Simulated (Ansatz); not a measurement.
## Electronic structure of C₂H₅GeO (doublet) in real space

```xyz
9

C    -0.5841    1.2575   -1.0755
C     0.4279    0.8149   -0.4549
Ge    0.3135   -0.9093    0.3632
O    -0.8536   -0.8993    1.6295
H    -0.5922    2.2708   -1.5784
H     1.3498    1.4096   -0.4066
H     1.7407   -1.2323    1.0344
H     0.0569   -1.9660   -0.6999
H    -1.7702   -0.7922    1.1712
```

Level of theory: Ansatz 0.2.0, SCF r2SCAN, Gaussian basis.

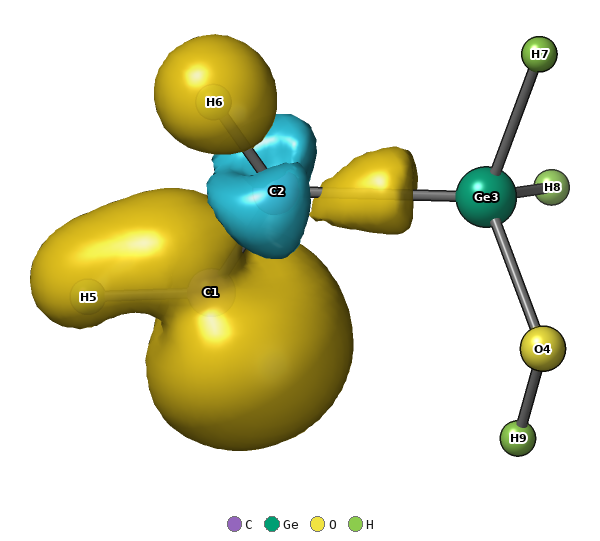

Figure 1. Isosurfaces of the spin density (α minus β) at +0.03 (yellow) and −0.03 e/Å³ (cyan), seen at a tilt.

### Describe the spin distribution.

The unpaired spin (1 electron) lies mostly on C1 (about 0.8) and H5 (about 0.1), in electrons by Hirshfeld's partition.

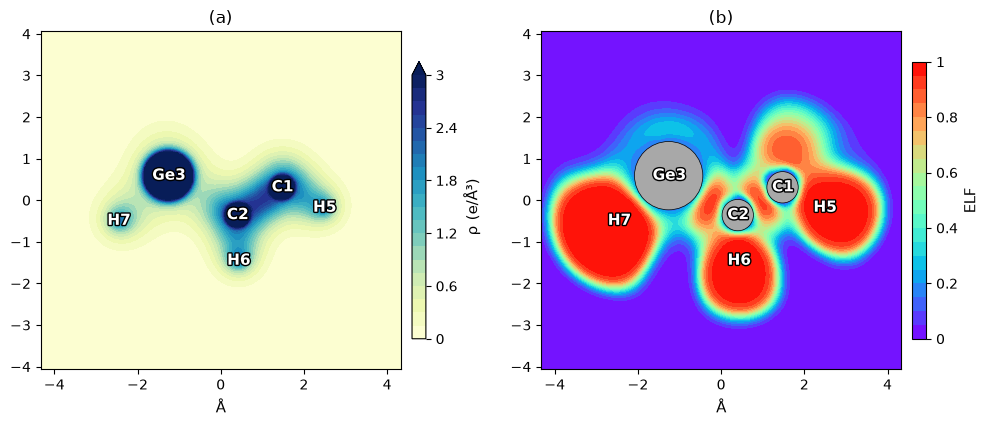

Figure 2. (a) electron density; (b) electron localisation function on the plane of atoms C2, C1 and H5. Grey discs cover the atomic cores in the ELF map.

### What does the map show?

- The section cuts through C, Ge and H sites.
- C–C (1.27 Å): ρ at the midpoint is about 2.6 e/Å³; the ELF peaks at about 0.90 between the atoms: a short, multiple covalent bond.
- C–Ge (1.91 Å): the density is about 0.92 e/Å³ at the midpoint; the ELF peaks at about 0.90 in the valence shell of C, 0.7 Å from its nucleus, and is about 0.65 at the midpoint.
- C–H (1.10 Å): the density is about 1.8 e/Å³ at the midpoint; the ELF climbs to about 1 towards the hydrogen, as it does in any bond to H; a covalent bond by its length.
- The ELF also peaks beside C1, away from the bonds: non-bonding electrons, paired or unpaired.

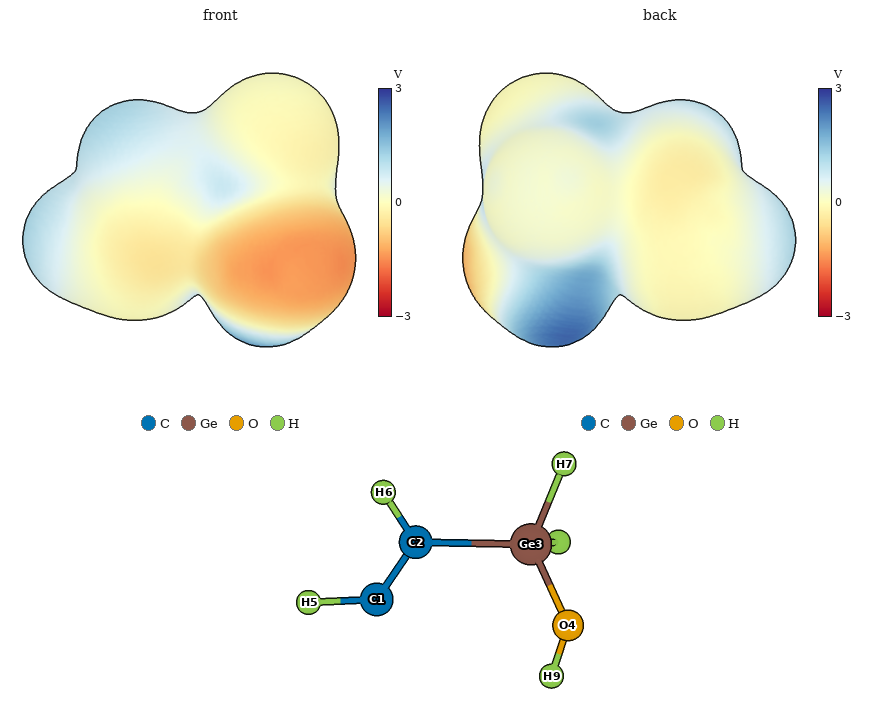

Figure 3. The molecular electrostatic potential painted on the density surface at 0.002 e/bohr³, seen from the front and from behind; red is negative and blue positive. The bare structure is drawn below in the same view.

### Which sites attract a positive test charge, and which a negative one?

A positive charge is drawn to the negative regions and a negative charge to the positive ones. The most negative region (about −1.4 V, or −32 kcal/mol for a unit charge) lies over O4, the most positive (about +2.5 V, or +58 kcal/mol for a unit charge) over H9. O4 is the likeliest acceptor of a hydrogen bond.
